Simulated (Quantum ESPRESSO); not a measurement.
**How uniaxial strain moves the moments of NiAgO2**

How does uniaxial strain change the magnetic state of NiAgO2?

Main program and level: Quantum ESPRESSO 7.5; LDA with U = 6 eV on Ni d (ortho-atomic projectors); plane waves with GBRV 1.5 LDA potentials, no spin-orbit coupling.

## Step 1: Set-up

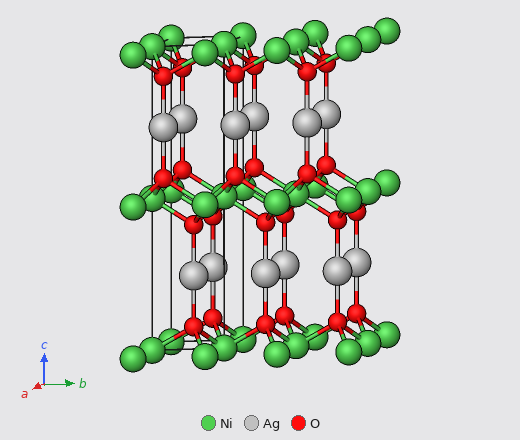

The starting structure, seen slightly off an axis (nickel green, silver light grey, oxygen red). 2×3×1 cells are drawn. Bonds to atoms that aren't drawn are left out. Some periodic images of atoms are drawn too.

The cell comes from Materials Project 2023-11-01, a database of computed structures, and need not be the stable phase.

## Step 2: Factor along z 0.94, ferro ++

Lengths along Cartesian z scale by the factor. Atoms keep their fractional places. Seeded atoms are those given a starting moment.

Contents of pw.in:

```
&CONTROL
  calculation = 'scf'
  prefix = 'pwscf'
  outdir = './tmp'
  pseudo_dir = './pseudo'
  disk_io = 'nowf'
  tprnfor = .true.
  tstress = .true.
/
&SYSTEM
  ibrav = 0
  nat = 8
  ntyp = 3
  ecutwfc = 40
  ecutrho = 280
  nbnd = 64
  occupations = 'smearing'
  smearing = 'fd'
  degauss = 0.00734986
  nspin = 2
  starting_magnetization(1) = 0.1111
  starting_magnetization(2) = 0
  starting_magnetization(3) = 0
/
&ELECTRONS
  conv_thr = 1.6d-08
  electron_maxstep = 150
  mixing_beta = 0.3
/
ATOMIC_SPECIES
Ni     58.6934 ni_lda_v1.4.uspp.F.UPF
Ag    107.8682 ag_lda_v1.4.uspp.F.UPF
O      15.9990 o_lda_v1.2.uspp.F.UPF
CELL_PARAMETERS angstrom
   2.9991629743    0.0000000000    0.0000000000
  -1.4995814871    2.5973513258    0.0000000000
   0.0000000000    0.0000000000   11.5762193800
ATOMIC_POSITIONS crystal
Ni      0.0000000000    0.0000000000    0.5000000000
Ni      0.0000000000    0.0000000000    0.0000000000
Ag      0.6666666700    0.3333333300    0.7500000000
Ag      0.3333333300    0.6666666700    0.2500000000
O       0.3333333300    0.6666666700    0.4180620000
O       0.6666666700    0.3333333300    0.9180620000
O       0.6666666700    0.3333333300    0.5819380000
O       0.3333333300    0.6666666700    0.0819380000
K_POINTS automatic
8 8 2 0 0 0
HUBBARD {ortho-atomic}
U Ni-3d 6.0000
```

Started as:

```bash
> OMP_NUM_THREADS=1 mpirun -n 4 pw.x -nk 4 -in pw.in > pw.out
```

Output:

```text
Program PWSCF v.7.5 starts

     Message from routine setup:
     using ibrav=0 with symmetry is DISCOURAGED, use correct ibrav instead

     K-points division:     npool     =       4
     Subspace diagonalization in iterative solution of the eigenvalue problem:

     bravais-lattice index     =            0
     lattice parameter (alat)  =       5.6676  a.u.
     unit-cell volume          =     608.5470 (a.u.)^3
     number of atoms/cell      =            8
     number of atomic types    =            3
     number of electrons       =        98.00
     number of Kohn-Sham states=           64
     kinetic-energy cutoff     =      40.0000  Ry
     charge density cutoff     =     280.0000  Ry
     scf convergence threshold =      1.6E-08
     mixing beta               =       0.3000
     number of iterations used =            8  plain     mixing
     Exchange-correlation= SLA  PZ   NOGX NOGC
                           (   1   1   0   0   0   0   0)
     Hubbard projectors: ortho-atomic
     Hubbard parameters of DFT+U (Dudarev formulation) in eV:
     U(Ni-3d) =  6.0000

     Internal variables: lda_plus_u =T, lda_plus_u_kind = 0

     Internal variables: orbital_resolved =F, hub_pot_fix =F, apply_U = F

     celldm(1)=   5.667597  celldm(2)=   0.000000  celldm(3)=   0.000000
     celldm(4)=   0.000000  celldm(5)=   0.000000  celldm(6)=   0.000000

     crystal axes: (cart. coord. in units of alat)
               a(1) = (   1.000000   0.000000   0.000000 )
               a(2) = (  -0.500000   0.866025   0.000000 )
               a(3) = (   0.000000   0.000000   3.859817 )

     reciprocal axes: (cart. coord. in units 2 pi/alat)
               b(1) = (  1.000000  0.577350 -0.000000 )
               b(2) = (  0.000000  1.154701  0.000000 )
               b(3) = (  0.000000 -0.000000  0.259080 )

     PseudoPot. # 1 for Ni read from file:
     ni_lda_v1.4.uspp.F.UPF
     Pseudo is Ultrasoft + core correction, Zval = 18.0

     PseudoPot. # 2 for Ag read from file:
     ag_lda_v1.4.uspp.F.UPF
     Pseudo is Ultrasoft + core correction, Zval = 19.0

     PseudoPot. # 3 for O  read from file:
     o_lda_v1.2.uspp.F.UPF
     Pseudo is Ultrasoft + core correction, Zval =  6.0

     atomic species   valence    mass     pseudopotential
     Ni               18.00    58.69340     Ni( 1.00)
     Ag               19.00   107.86820     Ag( 1.00)
     O                 6.00    15.99900     O ( 1.00)

     Starting magnetic structure
     atomic species   magnetization
     Ni              0.111
     Ag              0.000
     O               0.000

     24 Sym. Ops., with inversion, found (12 have fractional translation)

   Cartesian axes

     site n.     atom                  positions (alat units)
         1        Ni     tau(   1) = (   0.0000000   0.0000000   1.9299084  )
         2        Ni     tau(   2) = (   0.0000000   0.0000000   0.0000000  )
         3        Ag     tau(   3) = (   0.5000000   0.2886751   2.8948625  )
         4        Ag     tau(   4) = (  -0.0000000   0.5773503   0.9649542  )
         5        O      tau(   5) = (  -0.0000000   0.5773503   1.6136427  )
         6        O      tau(   6) = (   0.5000000   0.2886751   3.5435511  )
         7        O      tau(   7) = (   0.5000000   0.2886751   2.2461740  )
         8        O      tau(   8) = (  -0.0000000   0.5773503   0.3162657  )

     number of k points=    20  Fermi-Dirac smearing, width (Ry)=  0.0073
                       cart. coord. in units 2pi/alat
        k(    1) = (   0.0000000   0.0000000   0.0000000), wk =   0.0078125
        k(    2) = (   0.0000000   0.0000000  -0.1295398), wk =   0.0078125
        k(    3) = (   0.0000000   0.1443376   0.0000000), wk =   0.0468750
        k(    4) = (   0.0000000   0.1443376  -0.1295398), wk =   0.0468750
        k(    5) = (   0.0000000   0.2886751   0.0000000), wk =   0.0468750
        [... 15 further k-points ...]

     Dense  grid:    48033 G-vectors     FFT dimensions: (  32,  32, 120)

     Smooth grid:    20909 G-vectors     FFT dimensions: (  24,  24,  90)

     Check: negative core charge=   -0.000008
     Generating pointlists ...
     new r_m :   0.2715 (alat units)  1.5390 (a.u.) for type    1
     new r_m :   0.2676 (alat units)  1.5166 (a.u.) for type    2
     new r_m :   0.2676 (alat units)  1.5166 (a.u.) for type    3

     Initial potential from superposition of free atoms

     starting charge      92.9999, renormalised to      98.0000

     STARTING HUBBARD OCCUPATIONS:

     =================== HUBBARD OCCUPATIONS ===================
     ------------------------ ATOM    1 ------------------------
     Tr[ns(  1)] (up, down, total) =   5.00000  3.00000  8.00000
     Atomic magnetic moment for atom   1 =   2.00000
     [... lines left out ...]
     ------------------------ ATOM    2 ------------------------
     Tr[ns(  2)] (up, down, total) =   5.00000  3.00000  8.00000
     Atomic magnetic moment for atom   2 =   2.00000
     [... lines left out ...]
     Number of occupied Hubbard levels =   16.0000

     Atomic wfc used for Hubbard projectors are orthogonalized

     Starting wfcs are   68 randomized atomic wfcs

     Self-consistent Calculation

     iteration #  1     ecut=    40.00 Ry     beta= 0.30
     Davidson diagonalization with overlap
     ethr =  1.00E-02,  avg # of iterations =  4.2

     =================== HUBBARD OCCUPATIONS ===================
     ------------------------ ATOM    1 ------------------------
     Tr[ns(  1)] (up, down, total) =   4.75664  4.47374  9.23038
     Atomic magnetic moment for atom   1 =   0.28291
     [... lines left out ...]
     ------------------------ ATOM    2 ------------------------
     Tr[ns(  2)] (up, down, total) =   4.75664  4.47374  9.23038
     Atomic magnetic moment for atom   2 =   0.28291
     [... lines left out ...]
     Number of occupied Hubbard levels =   18.4608

     total energy              =   -1377.97491922 Ry
     estimated scf accuracy    <      78.93885329 Ry

     total magnetization       =     0.53 Bohr mag/cell
     absolute magnetization    =     1.19 Bohr mag/cell

     iteration #  2     ecut=    40.00 Ry     beta= 0.30
     Davidson diagonalization with overlap
     ethr =  1.00E-02,  avg # of iterations =  4.0

     total energy              =   -1387.95554892 Ry
     estimated scf accuracy    <     176.52907807 Ry

     total magnetization       =     0.16 Bohr mag/cell
     absolute magnetization    =     0.53 Bohr mag/cell

     [... further iterations left out ...]

     iteration # 18     ecut=    40.00 Ry     beta= 0.30
     Davidson diagonalization with overlap
     ethr =  3.83E-10,  avg # of iterations =  1.5

     total energy              =   -1406.35162278 Ry
     estimated scf accuracy    <       0.00000006 Ry

     total magnetization       =     2.05 Bohr mag/cell
     absolute magnetization    =     3.50 Bohr mag/cell

     iteration # 19     ecut=    40.00 Ry     beta= 0.30
     Davidson diagonalization with overlap
     ethr =  6.62E-11,  avg # of iterations =  2.0

     Magnetic moment per site  (integrated on atomic sphere of radius R)
     atom   1 (R=0.272)  charge= 15.3704  magn=  1.3304
     atom   2 (R=0.272)  charge= 15.3704  magn=  1.3304
     atom   3 (R=0.268)  charge= 14.7356  magn= -0.1162
     atom   4 (R=0.268)  charge= 14.7356  magn= -0.1162
     atom   5 (R=0.268)  charge=  5.3213  magn= -0.0979
     atom   6 (R=0.268)  charge=  5.3213  magn= -0.0979
     atom   7 (R=0.268)  charge=  5.3213  magn= -0.0979
     atom   8 (R=0.268)  charge=  5.3213  magn= -0.0979

     End of self-consistent calculation

     =================== HUBBARD OCCUPATIONS ===================
     ------------------------ ATOM    1 ------------------------
     Tr[ns(  1)] (up, down, total) =   4.78635  3.43251  8.21885
     Atomic magnetic moment for atom   1 =   1.35384
     [... lines left out ...]
     ------------------------ ATOM    2 ------------------------
     Tr[ns(  2)] (up, down, total) =   4.78635  3.43251  8.21885
     Atomic magnetic moment for atom   2 =   1.35384
     [... lines left out ...]
     Number of occupied Hubbard levels =   16.4377

     [... lines left out ...]
     the Fermi energy is    12.0874 ev

!    total energy              =   -1406.35162283 Ry
     estimated scf accuracy    <          6.5E-09 Ry
     smearing contrib. (-TS)   =      -0.00816881 Ry
     internal energy E=F+TS    =   -1406.34345403 Ry

     The total energy is F=E-TS. E is the sum of the following terms:
     one-electron contribution =    -802.60193021 Ry
     hartree contribution      =     450.79472815 Ry
     xc contribution           =    -155.80626867 Ry
     ewald contribution        =    -898.98586509 Ry
     Hubbard energy            =       0.25588180 Ry

     total magnetization       =     2.05 Bohr mag/cell
     absolute magnetization    =     3.50 Bohr mag/cell

     convergence has been achieved in  19 iterations

     Forces acting on atoms (cartesian axes, Ry/au):

     atom    1 type  1   force =    -0.00000000   -0.00000000   -0.00000000
     atom    2 type  1   force =     0.00000000    0.00000000   -0.00000000
     atom    3 type  2   force =     0.00000000    0.00000000    0.00000000
     atom    4 type  2   force =    -0.00000000   -0.00000000   -0.00000000
     atom    5 type  3   force =    -0.00000000    0.00000000    0.02383464
     atom    6 type  3   force =    -0.00000000   -0.00000000    0.02383464
     atom    7 type  3   force =     0.00000000    0.00000000   -0.02383464
     atom    8 type  3   force =     0.00000000    0.00000000   -0.02383464

     Total force =     0.047669     Total SCF correction =     0.000040

     Computing stress (Cartesian axis) and pressure

          total   stress  (Ry/bohr**3)                   (kbar)     P=      -19.07
  -0.00055253   0.00000000   0.00000000          -81.28        0.00        0.00
   0.00000000  -0.00055253   0.00000000            0.00      -81.28        0.00
   0.00000000   0.00000000   0.00071621            0.00        0.00      105.36

=------------------------------------------------------------------------------=
   JOB DONE.
=------------------------------------------------------------------------------=
```

The job ended after 85 s (4 MPI ranks of Intel Xeon Platinum 8223CL at 3.00GHz (Skylake/Cascade Lake), shared host; peak memory 0.63 GiB).

Spin moment in the atom's sphere by atom:

```csv
atom,spin moment in the atom's sphere (μB)
Ni1,1.33
Ni2,1.33
Ag3,-0.12
Ag4,-0.12
O5,-0.10
O6,-0.10
O7,-0.10
O8,-0.10
```

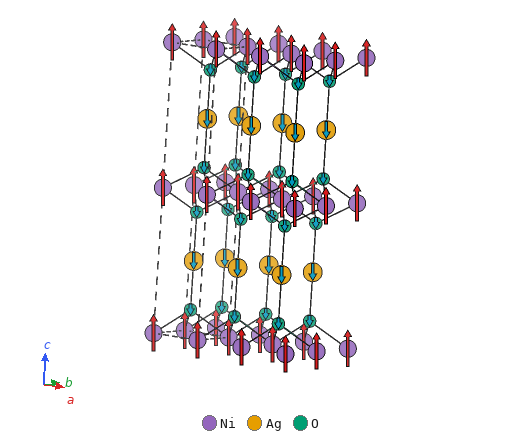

Spin moment in the atom's sphere as arrows, the longest 1.33 μB. Up and down stand for the sign. Arrows give size and sign along the axis of quantisation, drawn up and down the page. Each arrow also spans its atom, so small moments look longer than they are. The two directions have two colours. Bonds to atoms that aren't drawn are left out. 3×2×1 cells are drawn. Some periodic images of atoms are drawn too.

This step gave:

```
smearing term TS       : 0.1111 eV
pressure               : -1.907 GPa
magnetization          : 2.051 μB
absolute magnetization : 3.504 μB
final state            : ferromagnetic
```

## Step 3: Factor along z 0.94, antiferro +-

Edit pw.in of step 2 so:

```diff
@@ -12,6 +12,6 @@
   nat = 8
-  ntyp = 3
+  ntyp = 4
   ecutwfc = 40
   ecutrho = 280
-  nbnd = 64
+  nbnd = 62
   occupations = 'smearing'
@@ -21,4 +21,5 @@
   starting_magnetization(1) = 0.1111
-  starting_magnetization(2) = 0
+  starting_magnetization(2) = -0.1111
   starting_magnetization(3) = 0
+  starting_magnetization(4) = 0
 /
@@ -30,3 +31,4 @@
 ATOMIC_SPECIES
-Ni     58.6934 ni_lda_v1.4.uspp.F.UPF
+Ni1    58.6934 ni_lda_v1.4.uspp.F.UPF
+Ni2    58.6934 ni_lda_v1.4.uspp.F.UPF
 Ag    107.8682 ag_lda_v1.4.uspp.F.UPF
@@ -38,4 +40,4 @@
 ATOMIC_POSITIONS crystal
-Ni      0.0000000000    0.0000000000    0.5000000000
-Ni      0.0000000000    0.0000000000    0.0000000000
+Ni1     0.0000000000    0.0000000000    0.5000000000
+Ni2     0.0000000000    0.0000000000    0.0000000000
 Ag      0.6666666700    0.3333333300    0.7500000000
@@ -49,2 +51,3 @@
 HUBBARD {ortho-atomic}
-U Ni-3d 6.0000
+U Ni1-3d 6.0000
+U Ni2-3d 6.0000
```

Output:

```text
     [... lines left out ...]
Program PWSCF v.7.5 starts
     [... lines left out ...]
     number of atoms/cell      =            8
     [... lines left out ...]
     number of electrons       =        98.00
     number of Kohn-Sham states=           62
     kinetic-energy cutoff     =      40.0000  Ry
     charge density cutoff     =     280.0000  Ry
     scf convergence threshold =      1.6E-08
     [... lines left out ...]
     12 Sym. Ops., with inversion, found
     [... lines left out ...]
     number of k points=    20  Fermi-Dirac smearing, width (Ry)=  0.0073
     [... lines left out ...]
     iteration # 22     ecut=    40.00 Ry     beta= 0.30
     [... lines left out ...]
     Magnetic moment per site  (integrated on atomic sphere of radius R)
     atom   1 (R=0.272)  charge= 15.3700  magn=  1.3334
     atom   2 (R=0.272)  charge= 15.3700  magn= -1.3334
     atom   3 (R=0.268)  charge= 14.7356  magn=  0.0000
     atom   4 (R=0.268)  charge= 14.7356  magn=  0.0000
     atom   5 (R=0.268)  charge=  5.3213  magn= -0.0851
     atom   6 (R=0.268)  charge=  5.3213  magn=  0.0852
     atom   7 (R=0.268)  charge=  5.3213  magn= -0.0851
     atom   8 (R=0.268)  charge=  5.3213  magn=  0.0852
     [... lines left out ...]
     Tr[ns(  1)] (up, down, total) =   4.78674  3.43090  8.21764
     [... lines left out ...]
     Tr[ns(  2)] (up, down, total) =   3.43087  4.78675  8.21762
     [... lines left out ...]
     the Fermi energy is    12.1298 ev
!    total energy              =   -1406.34864609 Ry
     estimated scf accuracy    <          6.4E-09 Ry
     smearing contrib. (-TS)   =      -0.01095866 Ry
     [... lines left out ...]
     total magnetization       =     0.00 Bohr mag/cell
     absolute magnetization    =     3.20 Bohr mag/cell
     convergence has been achieved in  22 iterations
     [... lines left out ...]
     Total force =     0.050910     Total SCF correction =     0.000402
     [... lines left out ...]
          total   stress  (Ry/bohr**3)                   (kbar)     P=      -17.44
     [... lines left out ...]
```

Wall time 90 s (4 MPI ranks); peak memory 0.64 GiB.

Spin moment in the atom's sphere by atom:

| atom | spin moment in the atom's sphere (μB) |
| --- | --- |
| Ni1 | 1.33 |
| Ni2 | -1.33 |
| Ag3 | 0.00 |
| Ag4 | 0.00 |
| O5 | -0.09 |
| O6 | 0.09 |
| O7 | -0.09 |
| O8 | 0.09 |

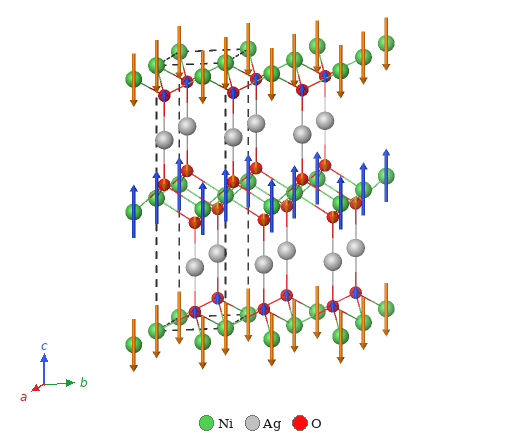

Spin moment in the atom's sphere as arrows, the longest 1.33 μB. Up and down stand for the sign. Arrows give size and sign along the axis of quantisation, drawn up and down the page. Each arrow also spans its atom, so small moments look longer than they are. The two directions have two colours. Bonds to atoms that aren't drawn are left out. 2×3×1 cells are drawn. Some periodic images of atoms are drawn too.

Numbers from this step:

- smearing term TS: 0.1491 eV
- pressure: -1.744 GPa
- magnetization: 0 μB
- absolute magnetization: 3.203 μB
- final state: antiferromagnetic

## Step 4: Factor along z 0.94, no spin polarisation

Edit pw.in of step 3 so:

```diff
@@ -12,3 +12,3 @@
   nat = 8
-  ntyp = 4
+  ntyp = 3
   ecutwfc = 40
@@ -19,7 +19,2 @@
   degauss = 0.00734986
-  nspin = 2
-  starting_magnetization(1) = 0.1111
-  starting_magnetization(2) = -0.1111
-  starting_magnetization(3) = 0
-  starting_magnetization(4) = 0
 /
@@ -31,4 +26,3 @@
 ATOMIC_SPECIES
-Ni1    58.6934 ni_lda_v1.4.uspp.F.UPF
-Ni2    58.6934 ni_lda_v1.4.uspp.F.UPF
+Ni     58.6934 ni_lda_v1.4.uspp.F.UPF
 Ag    107.8682 ag_lda_v1.4.uspp.F.UPF
@@ -40,4 +34,4 @@
 ATOMIC_POSITIONS crystal
-Ni1     0.0000000000    0.0000000000    0.5000000000
-Ni2     0.0000000000    0.0000000000    0.0000000000
+Ni      0.0000000000    0.0000000000    0.5000000000
+Ni      0.0000000000    0.0000000000    0.0000000000
 Ag      0.6666666700    0.3333333300    0.7500000000
@@ -51,3 +45,2 @@
 HUBBARD {ortho-atomic}
-U Ni1-3d 6.0000
-U Ni2-3d 6.0000
+U Ni-3d 6.0000
```

Output:

```text
     [... lines left out ...]
Program PWSCF v.7.5 starts
     [... lines left out ...]
     number of atoms/cell      =            8
     [... lines left out ...]
     number of electrons       =        98.00
     number of Kohn-Sham states=           62
     kinetic-energy cutoff     =      40.0000  Ry
     charge density cutoff     =     280.0000  Ry
     scf convergence threshold =      1.6E-08
     [... lines left out ...]
     24 Sym. Ops., with inversion, found (12 have fractional translation)
     [... lines left out ...]
     number of k points=    20  Fermi-Dirac smearing, width (Ry)=  0.0073
     [... lines left out ...]
     iteration # 15     ecut=    40.00 Ry     beta= 0.30
     [... lines left out ...]
     Tr[ns(  1)] =   8.33779
     [... lines left out ...]
     Tr[ns(  2)] =   8.33779
     [... lines left out ...]
     the Fermi energy is    12.7679 ev
!    total energy              =   -1406.23715386 Ry
     estimated scf accuracy    <          1.3E-09 Ry
     smearing contrib. (-TS)   =      -0.01479739 Ry
     [... lines left out ...]
     convergence has been achieved in  15 iterations
     [... lines left out ...]
     Total force =     0.125492     Total SCF correction =     0.000002
     [... lines left out ...]
          total   stress  (Ry/bohr**3)                   (kbar)     P=      -61.74
     [... lines left out ...]
```

Run time: 41 s. Hardware: 4 MPI ranks; peak memory 0.53 GiB.

This step gave:

| Item | Value |
| --- | --- |
| smearing term TS | 0.2013 eV |
| pressure | -6.174 GPa |
| final state | non-magnetic (no spin polarisation) |

(Continued in part 2 of 2.)

[Logs and program files are shortened in this print: banners, set-up blocks, solver, clock and traceback lines can be left out without a mark of their own.]

[Logs are printed without paths, hosts, clocks, repeated set-up lines and the standing remarks that a program may print on its own settings, such as how far it seeks lower states.]

[Hosts, paths, dates, database ids (printed as entryN), source tags and the programs' standing remarks are cut or masked in the printed files.]

[Where a cell is said to come from a database of computed structures, the database is the Materials Project.]
